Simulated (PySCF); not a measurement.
**SiNH4 (SMILES [NH][SiH3]): UB2PLYP/STO-3G**

Aim: the vertical doublet–quartet gap of SiNH4 at UB2PLYP/STO-3G, from 2 runs. 

Program for the calculation: PySCF 2.14.0.

8 further runs of the same task are left out: 8 set aside as unsound or not needed.

### Step 1. The molecule

The species is SiNH4 (6 atoms), meant as a doublet with charge 0. SMILES: `[NH][SiH3]`. Geometry: relaxed at PBE0-D4/def2-TZVP.

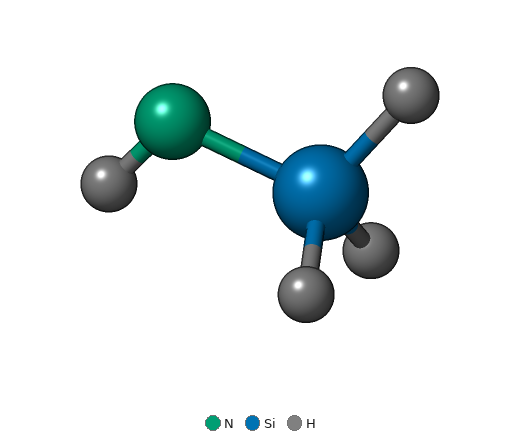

The structure, seen from a chosen angle (nitrogen teal, silicon blue, hydrogen grey).

### Step 2. A single-point energy at UB2PLYP/STO-3G

calc.py reads:

```python
from pyscf import gto, dft, mp

mol = gto.M(
    atom='''
N      1.118907    -1.578299     1.718706
Si    -0.384937     0.656869    -0.207870
H      1.743839    -3.100474     0.704301
H     -2.476675    -0.533470    -1.673352
H      1.491939     1.723052    -2.019928
H     -1.413704     2.711379     1.391216
''',
    verbose=4,
    basis='sto-3g',
    max_memory=1860,
    spin=1,
    unit='bohr',
)

myscf = dft.UKS(mol)
myscf.xc = '0.53*HF + 0.47*B88, 0.73*LYP'
myscf.conv_tol = 1e-10
myscf.grids.level = 5
myscf.kernel()
if not myscf.converged:
    myscf = myscf.newton().run(myscf.mo_coeff, myscf.mo_occ)

pt = mp.MP2(myscf, frozen=6).run()
etot = myscf.e_tot + 0.27 * pt.e_corr
print('PT2 part  %.8f' % (0.27 * pt.e_corr))
print(f'total energy: {etot:.8f} hartree')
```

Launch:

```sh
$ OMP_NUM_THREADS=1 python calc.py
```

The log of the run:

```text
PySCF version 2.14.0

[INPUT] num. atoms = 6
[INPUT] num. electrons = 25
[INPUT] charge = 0
[INPUT] spin (= nelec alpha-beta = 2S) = 1
[INPUT] symmetry False subgroup None
[INPUT] Mole.unit = bohr
[INPUT] Symbol           X                Y                Z      unit          X                Y                Z       unit  Magmom
[INPUT]  1 N      0.592100085539  -0.835199862818   0.909500047471 AA    1.118907000000  -1.578299000000   1.718706000000 Bohr   0.0
[INPUT]  2 Si    -0.203699888040   0.347600105360  -0.110000066834 AA   -0.384937000000   0.656869000000  -0.207870000000 Bohr   0.0
[INPUT]  3 H      0.922799858314  -1.640700183850   0.372700038828 AA    1.743839000000  -3.100474000000   0.704301000000 Bohr   0.0
[INPUT]  4 H     -1.310599968855  -0.282300166709  -0.885499744247 AA   -2.476675000000  -0.533470000000  -1.673352000000 Bohr   0.0
[INPUT]  5 H      0.789500118883   0.911799851630  -1.068899865299 AA    1.491939000000   1.723052000000  -2.019928000000 Bohr   0.0
[INPUT]  6 H     -0.748099939786   1.434799976967   0.736199802667 AA   -1.413704000000   2.711379000000   1.391216000000 Bohr   0.0

nuclear repulsion = 56.6744252672199
number of shells = 12
number of NR pGTOs = 54
number of NR cGTOs = 18
basis = sto-3g
ecp = {}

[... 36 lines left out ...]
WARN: HOMO -0.220397852770744 >= LUMO -0.220397852770745
[... 54 lines left out ...]
converged SCF energy = -342.225268329031  <S^2> = 0.75425683  2S+1 = 2.0042523
[... 1 line left out ...]
******** <class 'pyscf.mp.ump2.UMP2'> ********
nocc = (np.int64(7), np.int64(6)), nmo = (12, 12)
frozen orbitals 6
E(UMP2) = -342.314439327037  E_corr = -0.0891709980062042
E(SCS-UMP2) = -342.326960730597  E_corr = -0.101692401566199
E_corr(same-spin) = -0.00613014927836058
E_corr(oppo-spin) = -0.0830408487278436
PT2 part  -0.02407617
total energy: -342.24934450 hartree
```

Wall time 5.7 s (1 thread of Intel Xeon Platinum 8375C at 2.90GHz (Ice Lake), shared host); peak memory 0.2 GiB.

### Step 3. The quartet at the same level

input.py reads:

```python
from pyscf import gto, dft, mp

molecule = gto.M(
    atom='''
N      1.118907    -1.578299     1.718706
Si    -0.384937     0.656869    -0.207870
H      1.743839    -3.100474     0.704301
H     -2.476675    -0.533470    -1.673352
H      1.491939     1.723052    -2.019928
H     -1.413704     2.711379     1.391216
''',
    spin=3,
    verbose=3,
    basis='sto-3g',
    unit='bohr',
    max_memory=1860,
)

mf = dft.UKS(molecule)
mf.xc = '0.53*HF + 0.47*B88, 0.73*LYP'
mf.grids.level = 5
mf.conv_tol = 1e-10
mf.kernel()
if not mf.converged:
    mf = mf.newton().run(mf.mo_coeff, mf.mo_occ)

pt = mp.MP2(mf, frozen=6).run()
energy = mf.e_tot + 0.27 * pt.e_corr
print('PT2 part  %.8f' % (0.27 * pt.e_corr))
print(f'total energy: {energy:.8f} hartree')
```

Launch:

```sh
$ OMP_NUM_THREADS=1 python input.py
```

The log of the run:

```text
WARN: HOMO 0.257926124119071 >= LUMO -0.283982498959782

WARN: HOMO 0.17449490345364 >= LUMO -0.00217492226488636

WARN: HOMO 0.159805318819247 >= LUMO -0.0182929525075113

WARN: HOMO 0.151868570179914 >= LUMO 0.00361932678679833

WARN: HOMO 0.143381545384587 >= LUMO 0.000799247735799535

WARN: HOMO 0.142789960187555 >= LUMO 0.00445955499638362

WARN: HOMO 0.14213531180994 >= LUMO 0.00420465060676445

WARN: HOMO 0.142017760745283 >= LUMO 0.00410888815229016

WARN: HOMO 0.141975170580858 >= LUMO 0.00409733379377653

WARN: HOMO 0.141975503578683 >= LUMO 0.00408811413455734

WARN: HOMO 0.141976522599087 >= LUMO 0.00408850768369939

WARN: HOMO 0.141976679318964 >= LUMO 0.00408867372165811

WARN: HOMO 0.141976587402548 >= LUMO 0.00408812502762235

WARN: HOMO 0.141976579710747 >= LUMO 0.00408846097052096

converged SCF energy = -341.869452085939  <S^2> = 3.752624  2S+1 = 4.0013118
E(UMP2) = -341.943133784312  E_corr = -0.0736816983729935
E(SCS-UMP2) = -341.953942832725  E_corr = -0.0844907467859952
PT2 part  -0.01989406
total energy: -341.88934614 hartree
```

Wall time 5.7 s (1 thread of Intel Xeon Platinum 8375C at 2.90GHz (Ice Lake), shared host); peak memory 0.2 GiB.

### Step 4. What came out

At UB2PLYP/STO-3G, 6 core orbitals frozen:

| quantity | value |
| --- | --- |
| doublet: total energy | -342.24934 Eh |
| doublet: dipole moment (SCF part) | 1.55 D |
| doublet: HOMO energy (SCF part's orbitals) (highest over α and β) | -5.79 eV |
| doublet: LUMO energy (SCF part's orbitals) (lowest over α and β) | 3.78 eV |
| doublet: ⟨S²⟩ | 0.754 |
| quartet: total energy | -341.88935 Eh |
| quartet: dipole moment (SCF part) | 2.34 D |
| quartet: ⟨S²⟩ | 3.753 |
| vertical energy of the quartet above the doublet | 9.796 eV |

What this shows: At this shape the quartet lies 9.80 eV (945 kJ/mol) above the doublet. In a minimal basis such a difference can be off by several eV, whatever the method. Mulliken charges (doublet) run from -0.41 on N1 to +0.69 on Si2; they depend strongly on the basis.
